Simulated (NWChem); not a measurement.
# S2 (sulfur dimer): levels of theory compared

We compute a comparison of 6 runs (UHF/def2-SVP, UPBE0/def2-SVP, UPBE0/6-31G*, UB3LYP/6-31G*, USVWN5/pcseg-2, UCCSD/cc-pVTZ) of S2 (sulfur dimer). 

The results are computed with NWChem 7.3.0.

### Step 1. The molecule

S2: 2 atoms, total charge 0, spin state triplet. SMILES: `S=S`. The bond length is the measured one.

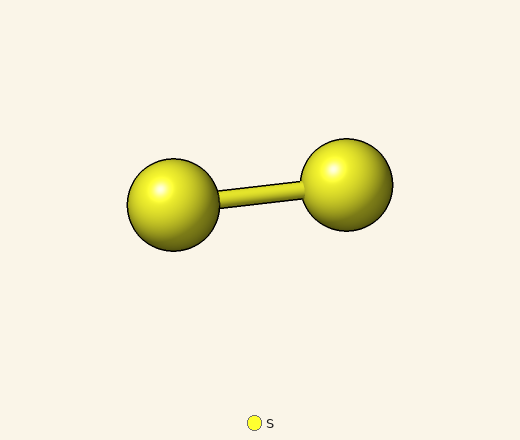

Viewed from a chosen angle; sulfur yellow.

### Step 2. Energy and forces at UHF/def2-SVP (run 1)

s2.nw

```
start s2
memory total 2200 mb
geometry noautosym nocenter noautoz
  S      0.000000     0.000000     0.000000
  S      0.000000     0.000000     1.889200
end
basis "ao basis" spherical bse
  * library def2-SVP
end
scf
  triplet
  uhf
  thresh 1e-08
  maxiter 80
  print low
end
task scf gradient
```

The run is started by

```bash
$ nwchem s2.nw > s2.out
```

The log of the run:

```text
[...]
  functions       =    36
[...]
  wavefunction    = UHF
[...]
         Total SCF energy =   -794.801384215586
      One electron energy =  -1241.370052216986
      Two electron energy =    374.861397334491
 Nuclear repulsion energy =     71.707270666908
                       Sz =      1.0000
                 Sz(Sz+1) =      2.0000
                      S^2 =      2.0262
[...]
                         UHF ENERGY GRADIENTS
    atom               coordinates                        gradient
                 x          y          z           x          y          z
   1 S       0.000000   0.000000   0.000000    0.000000  -0.000000  -0.010129
   2 S       0.000000   0.000000   3.570070   -0.000000   0.000000   0.010129
 Task  times  cpu:        0.6s     wall:        0.6s
 Total times  cpu:        0.7s     wall:        0.7s
```

Run time: 1.2 s. Hardware: 1 thread of Intel Xeon 6975P-C (Granite Rapids), shared host; peak memory 0.099 GiB.

### Step 3. Energy and gradient at UPBE0/def2-SVP (run 2)

mymol.nw

```
start mymol
title "S2 gradient"
memory 2200 mb
charge 0

geometry units angstrom noautosym nocenter noautoz
   S      0.000000     0.000000     0.000000
   S      0.000000     0.000000     1.889200
end

basis spherical bse
   S library def2-SVP
end

dft
   xc pbe0
   mult 3
   grid xfine
   convergence energy 1e-08
   iterations 100
   mulliken
   print low
end

task dft gradient
```

The run is started by

```bash
$ nwchem mymol.nw > mymol.out
```

The log of the run:

```text
[...]
 d= 0,ls=0.0,diis     1   -795.8163609528 -8.68D+02  7.74D-03  4.91D-02     0.6
[...]
 d= 0,ls=0.0,diis     7   -795.8368957436 -3.18D-09  3.99D-07  6.45D-11     2.7
[...]
         Total DFT energy =     -795.836895743591
      One electron energy =    -1241.796999560756
           Coulomb energy =      425.324565850469
    Exchange-Corr. energy =      -51.071732700211
 Nuclear repulsion energy =       71.707270666908
[...]
      Total Density - Mulliken Population Analysis
     ---------------------------------------------
    Atom       Charge   Shell Charges
 -----------   ------   -------------------------------------------------------
    1 S   16    16.00   2.00  1.99  1.30  0.64  5.93  1.75  2.33  0.08
    2 S   16    16.00   2.00  1.99  1.30  0.64  5.93  1.75  2.33  0.08
[...]
      <S2> =      2.0051 (Exact =     2.0000)
                         DFT ENERGY GRADIENTS
    atom               coordinates                        gradient
                 x          y          z           x          y          z
   1 S       0.000000   0.000000   0.000000   -0.000000  -0.000000   0.009769
   2 S       0.000000   0.000000   3.570070    0.000000   0.000000  -0.009769
 Task  times  cpu:        3.1s     wall:        3.1s
 Total times  cpu:        3.1s     wall:        3.1s
```

Wall time 3.9 s (1 thread of Intel Xeon 6975P-C (Granite Rapids), shared host); peak memory 0.11 GiB.

### Step 4. Energy and forces at UPBE0/6-31G(d) (spherical functions) (run 3)

job.nw

```
start job
memory 2200 mb

geometry units bohr noautosym nocenter noautoz
 S    0.00000000   0.00000000   0.00000000
 S    0.00000000   0.00000000   3.57007059
end

basis spherical bse
 * library 6-31G*
end

dft
 xc pbe0
 mult 3
 grid xfine
 convergence energy 1e-08
 iterations 100
 mulliken
end

task dft gradient
```

The run is started by

```bash
$ nwchem job.nw > job.out
```

The log of the run:

```text
[...]
          Wavefunction type:  spin polarized.
          No. of atoms     :     2
          No. of electrons :    32
[...]
          Charge           :     0
          Spin multiplicity:     3
[...]
          AO basis - number of functions:    36
[...]
              XC Information
              --------------
                         PBE0 Method XC Functional
                     Hartree-Fock (Exact) Exchange  0.250
          PerdewBurkeErnzerhof Exchange Functional  0.750
            Perdew 1991 LDA Correlation Functional  1.000 local
           PerdewBurkeErnz. Correlation Functional  1.000 non-local
[...]
 d= 0,ls=0.0,diis     1   -796.0235220746 -8.68D+02  1.04D-02  4.40D-02     0.6
[...]
 d= 0,ls=0.0,diis     7   -796.0458876285 -5.80D-09  4.50D-07  6.84D-11     3.1
[...]
         Total DFT energy =     -796.045887628541
      One electron energy =    -1242.092148101393
           Coulomb energy =      425.433543319675
    Exchange-Corr. energy =      -51.094548444616
 Nuclear repulsion energy =       71.707265597793
[...]
      Total Density - Mulliken Population Analysis
     ---------------------------------------------
    Atom       Charge   Shell Charges
 -----------   ------   -------------------------------------------------------
    1 S   16    16.00   2.00  2.00  5.97  1.41  2.90  0.55  1.12  0.06
    2 S   16    16.00   2.00  2.00  5.97  1.41  2.90  0.55  1.12  0.06
[...]
      <S2> =      2.0053 (Exact =     2.0000)
[...]
  wavefunction    = open shell
                         DFT ENERGY GRADIENTS
    atom               coordinates                        gradient
                 x          y          z           x          y          z
   1 S       0.000000   0.000000   0.000000   -0.000000  -0.000000   0.011085
   2 S       0.000000   0.000000   3.570071    0.000000   0.000000  -0.011085
[...]
```

Wall time 4.5 s (1 thread of Intel Xeon 6975P-C (Granite Rapids), shared host); peak memory 0.11 GiB.

Runs 4 to 5 aren't shown in full; the table further down has their settings and results.

### Step 5. A single-point energy at UCCSD/cc-pVTZ (run 6)

mymol.nw

```
start mymol
title "S2 energy"
memory total 2200 mb
geometry units angstroms noautosym nocenter noautoz
  S        0.000000       0.000000       0.000000
  S        0.000000       0.000000       1.889200
end
basis "ao basis" spherical bse
  * library cc-pVTZ
end
scf
  nopen 2
  uhf
  thresh 1e-08
  maxiter 80
  print low
end
tce
  scf
  ccsd
  freeze core 10
  maxiter 60
end
task tce energy
```

The run is started by

```bash
$ nwchem mymol.nw > mymol.out
```

The log of the run:

```text
[...]
  functions       =    68
[...]
  wavefunction    = UHF
[...]
         Total SCF energy =   -795.096663267747
      One electron energy =  -1241.779745158224
      Two electron energy =    374.975811223569
 Nuclear repulsion energy =     71.707270666908
                       Sz =      1.0000
                 Sz(Sz+1) =      2.0000
                      S^2 =      2.0522
[...]
         Wavefunction type : Unrestricted Hartree-Fock
          No. of electrons :    32
[...]
         Spin multiplicity : triplet
[...]
 CCSD total energy / hartree       =      -795.435799393665206
[...]
```

Run time: 37 s. Hardware: 1 thread of Intel Xeon 6975P-C (Granite Rapids), shared host; peak memory 0.55 GiB.

### Step 6. The series

| run | level | iteration cap | module | energy (Eh) | ⟨S²⟩ | largest force (eV/Å) | wall time |
| --- | --- | --- | --- | --- | --- | --- | --- |
| 1 | UHF/def2-SVP | 80 | scf | -794.801384 | 2.026 | 0.521 | 1.2 s |
| 2 | UPBE0/def2-SVP | 100 | dft | -795.836896 | 2.005 | 0.502 | 3.9 s |
| 3 | UPBE0/6-31G* (spherical functions) | 100 | dft | -796.045888 | 2.005 | 0.570 | 4.5 s |
| 4 | UB3LYP/6-31G* (Cartesian functions) | 100 | dft | -796.362055 | 2.005 | 1.218 | 4.2 s |
| 5 | USVWN5/pcseg-2 | 100 | dft | -793.686611 | 2.002 | 0.343 | 5.1 s |
| 6 | UCCSD/cc-pVTZ | 80 | tce | -795.435799 | 2.052 | – | 37 s |

### Step 7. Summary of results

| quantity | value |
| --- | --- |
| run 6: total energy | -795.43580 Eh |
| run 6: correlation energy (10 core orbitals frozen) | -339.1 mEh |
| run 6: ⟨S²⟩ of the reference determinant | 2.052 |

What this shows: Totals of different functionals can't be ranked against each other. All runs together took 56 s, the longest 37 s.
